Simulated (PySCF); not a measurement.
System: C7H12O3.

The calculation's input:

```
{"job": {"kind": "nmr", "xc": "PBE0", "basis": "pcSseg-1"}, "charge": 0, "multiplicity": 1}
O      1.861824    -1.513464    -1.336063
C      2.041307    -0.765758    -0.413363
O      3.244610    -0.242711    -0.139779
C      0.984008    -0.257588     0.543015
C      0.531185     1.108305    -0.016736
C     -0.840503     1.569310     0.476059
C     -1.995781     0.971365    -0.335249
O     -2.271795    -0.379213    -0.068403
C     -1.221908    -1.274327    -0.362842
C     -0.133780    -1.294401     0.716723
H      3.902025    -0.548429    -0.785312
H      1.467332    -0.095741     1.511033
H      1.286989     1.846112     0.259961
H      0.507677     1.062493    -1.109185
H     -0.898480     2.654790     0.372960
H     -0.972800     1.324504     1.530121
H     -1.787968     1.108597    -1.409337
H     -2.924950     1.494623    -0.093138
H     -1.703027    -2.255053    -0.400651
H     -0.785469    -1.064295    -1.346477
H      0.324140    -2.284941     0.726181
H     -0.625045    -1.144793     1.679635
```

Command:

```sh
OMP_NUM_THREADS=1 python probes_run.py task.json out
```

Geometry: GFN2-xTB.

The calculation used PBE0/pcSseg-1, SCF density, gas phase, non-relativistic in PySCF 2.14.0.

### What will maps of the electron density and electron localisation function show?

C–O (1.20 Å): ρ at the midpoint is about 3.4 e/Å³; the ELF peaks at about 0.85 between the atoms; a short, multiple covalent bond.
C–C (1.51 Å): ρ at the midpoint is about 1.7 e/Å³; the ELF peaks at about 0.95 between the atoms, as expected for localised, covalent bonding.
O–H (0.97 Å): ρ at the midpoint is about 3.7 e/Å³; the ELF climbs to about 1 towards the hydrogen, as it does in any bond to H: an ordinary covalent bond to hydrogen.
C–O (1.34 Å): ρ at the midpoint is about 2.4 e/Å³; the ELF peaks at about 0.90 between the atoms, as expected for a polar covalent bond.

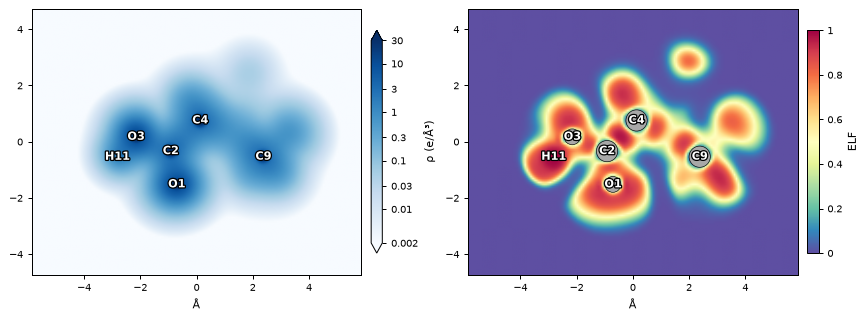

Computed electron density and electron localisation function on the plane of atoms O1, C2 and C4, in this order. Grey discs cover the atomic cores in the ELF map. 
